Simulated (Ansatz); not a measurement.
# One shape, several levels: PH3S (SMILES [PH3]=S)

Wanted: a comparison of 6 runs (BLYP/STO-3G, PBE/STO-3G, UPBE0/STO-3G, RPA@PBE/STO-3G, BCCD(T)/STO-3G, CCSDT/STO-3G) of PH3S. 

The calculation is run with Ansatz 0.2.0.

47 further runs of the same task are left out: 47 set aside as unsound or not needed.

## Step 1: The system as given

PH3S has 5 atoms, charge 0, and is taken as a singlet. As SMILES, `[PH3]=S`. The H3–P1 distance was set to 3.486 Å, away from the relaxed value. At this shape a bond of the SMILES string is far longer than usual.

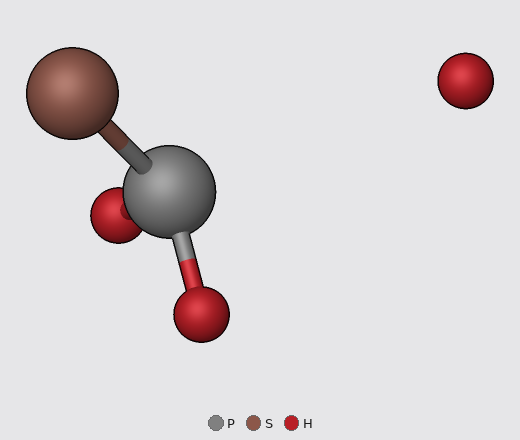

The structure, seen from a chosen angle (phosphorus grey, sulfur brown, hydrogen red).

## Step 2: A single-point energy at BLYP/STO-3G (run 1)

input.yaml

```yaml
crystal:
  periodic: [false, false, false]
  atoms:
    - {symbol: P, position_ang: [1.770065, -0.709397, -0.872663]}
    - {symbol: S, position_ang: [3.023835, -1.643937, 0.230937]}
    - {symbol: H, position_ang: [-1.166840, 0.461930, 0.594540]}
    - {symbol: H, position_ang: [1.229675, -1.379377, -1.969513]}
    - {symbol: H, position_ang: [2.191855, 0.459583, -1.504593]}
basis:
  gaussian:
    orbitals: STO-3G
hamiltonian:
  xc: {name: BLYP}
accuracy: high
```

The run is started by

```console
$ ansatz run input.yaml --threads 1 --pin off --max-ram 2610MiB --events-out events.jsonl --progress --plain --runs-dir runs
```

Log:

```text
Warning: RAYON_NUM_THREADS=1 ignored (pool sized by the plan → 1); use --threads N
Functional definition: BLYP
  name "BLYP"
  parameter beta = 0.0042
  parameter a = 0.04918
  parameter b = 0.132
  parameter c = 0.2533
  parameter d = 0.349
  exchange = b88_x(beta = beta)
  correlation = lyp_c(a = a, b = b, c = c, d = d)
360 factors; integrals over basis functions are off by at most 2.7e-8 eV
mean field evaluation 1: about -19928.4492 eV, gradient 2.7e1 eV
mean field evaluation 2: about -19921.8988 eV, gradient 3.3e1 eV
mean field evaluation 4: about -19925.2065 eV, gradient 3.2e1 eV
mean field evaluation 8: about -19938.6904 eV, gradient 1.4e-1 eV
mean field evaluation 16: about -19922.1288 eV, gradient 2.0e1 eV
mean field -19938.69063656 eV, -732.7333659638 hartree, gradient 4.8e-9 eV, S^2 0.000000; 0 other end points of the search recorded, 0 dependent functions left out
reference -19938.69067737 eV, -732.7333674634 hartree; 17, 17 occupied and 4, 4 virtual orbitals, 360 factors
Total energy: -19938.69067737 eV, -732.7333674634 hartree
```

It took 0.72 s on 1 thread of Intel Xeon 6975P-C (Granite Rapids), shared host.

## Step 3: The energy at PBE/STO-3G (run 2)

job.yaml

```yaml
crystal:
  periodic: [false, false, false]
  atoms:
    - {symbol: P, position_ang: [1.770065, -0.709397, -0.872663]}
    - {symbol: S, position_ang: [3.023835, -1.643937, 0.230937]}
    - {symbol: H, position_ang: [-1.166840, 0.461930, 0.594540]}
    - {symbol: H, position_ang: [1.229675, -1.379377, -1.969513]}
    - {symbol: H, position_ang: [2.191855, 0.459583, -1.504593]}
basis:
  gaussian: {orbitals: STO-3G}
hamiltonian: {xc: {name: PBE}}
accuracy: high
```

The run is started by

```console
$ ansatz run job.yaml --threads 1 --pin off --max-ram 2610MiB --events-out events.jsonl --progress --plain --runs-dir runs
```

Log:

```text
Warning: RAYON_NUM_THREADS=1 ignored (pool sized by the plan → 1); use --threads N
Functional definition: PBE
  name "PBE"
  parameter kappa = 0.804
  parameter beta = 0.06672455060314922
  exchange = pbe_x(kappa = kappa, mu = beta*pi^2/3)
  correlation = pbe_c(beta = beta)
360 factors; integrals over basis functions are off by at most 2.7e-8 eV
mean field evaluation 1: about -19920.8027 eV, gradient 2.7e1 eV
mean field evaluation 2: about -19914.7574 eV, gradient 3.3e1 eV
mean field evaluation 4: about -19917.1024 eV, gradient 3.3e1 eV
mean field evaluation 8: about -19931.0472 eV, gradient 1.2e-1 eV
mean field evaluation 16: about -19914.1964 eV, gradient 2.0e1 eV
mean field -19931.04738536 eV, -732.4524816628 hartree, gradient 7.5e-9 eV, S^2 0.000000; 0 other end points of the search recorded, 0 dependent functions left out
reference -19931.04738732 eV, -732.4524817347 hartree; 17, 17 occupied and 4, 4 virtual orbitals, 360 factors
Total energy: -19931.04738732 eV, -732.4524817347 hartree
```

Run time: 0.6 s. Hardware: 1 thread of Intel Xeon 6975P-C (Granite Rapids), shared host; peak memory 0.11 GiB.

Runs 3 to 5 aren't shown in full; the table further down has their settings and results.

## Step 4: A single-point energy at CCSDT/STO-3G (run 6)

run.yaml

```yaml
crystal:
  periodic: [false, false, false]
  atoms:
    - {symbol: P, position_ang: [1.770065, -0.709397, -0.872663]}
    - {symbol: S, position_ang: [3.023835, -1.643937, 0.230937]}
    - {symbol: H, position_ang: [-1.166840, 0.461930, 0.594540]}
    - {symbol: H, position_ang: [1.229675, -1.379377, -1.969513]}
    - {symbol: H, position_ang: [2.191855, 0.459583, -1.504593]}
basis:
  gaussian: {orbitals: STO-3G}
correlation: {method: ccsdt, frozen_orbitals: {H: 0, P: 5, S: 5}}
accuracy: high
scf: {omitted_lower_state_checks: [cluster_reference, increment]}
```

The run is started by

```console
$ ansatz run run.yaml --threads 1 --pin off --max-ram 2610MiB --events-out events.jsonl --progress --plain --runs-dir runs
```

Log:

```text
Warning: RAYON_NUM_THREADS=1 ignored (pool sized by the plan → 1); use --threads N
[... 12 lines left out ...]
10 core orbitals not correlated: weight in the atoms' cores, before any rotation towards them, 1.000 or more for the frozen orbitals, at most 0.000 for the correlated occupied ones
[... 41 lines left out ...]
WARN: these amplitudes may be one of several solutions (largest doubles amplitude 0.96, level shift 14.03 eV)
Total energy: -19911.29105909 eV, -731.7264500636 hartree
Checks for a lower state left out: cluster_reference, increment
```

It took 0.2 s on 1 thread of Intel Xeon 6975P-C (Granite Rapids), shared host.

## Step 5: All runs side by side

| run | level | frozen core orbitals | energy (Eh) | wall time |
| --- | --- | --- | --- | --- |
| 1 | BLYP/STO-3G | – | -732.733367 | 0.72 s |
| 2 | PBE/STO-3G | – | -732.452482 | 0.6 s |
| 3 | UPBE0/STO-3G | – | -732.608879 | 1.8 s |
| 4 | RPA@PBE/STO-3G | 10 | -731.745154 | 1.2 s |
| 5 | BCCD(T)/STO-3G | 10 | -731.730669 | 0.16 s |
| 6 | CCSDT/STO-3G | 10 | -731.726450 | 0.2 s |

## Step 6: Summary of results

```
                                           quantity          value
                                run 6: total energy  -731.72645 Eh
run 6: correlation energy (10 core orbitals frozen)     -286.8 mEh
                               run 6: T1 diagnostic          0.047
```

What this shows: Totals of different functionals can't be ranked against each other. In runs 4, 5, 6 the log says that unrestricted orbitals would lower the reference, so the values rest on an unstable closed-shell determinant (other closed-shell runs at this shape may share the fault). In runs 1, 2, 3, 4, 5, 6 the basis is minimal, so the values are rough. In runs 1, 2, 4 a closed-shell determinant meets a far-stretched bond, which it describes badly. Spin contamination of the reference: run 3 ⟨S²⟩ = 1.00. Where it is this large, the reference is a mixture of spin states, and values that rest on it are in doubt. All runs together took 4.7 s, the longest 1.8 s.
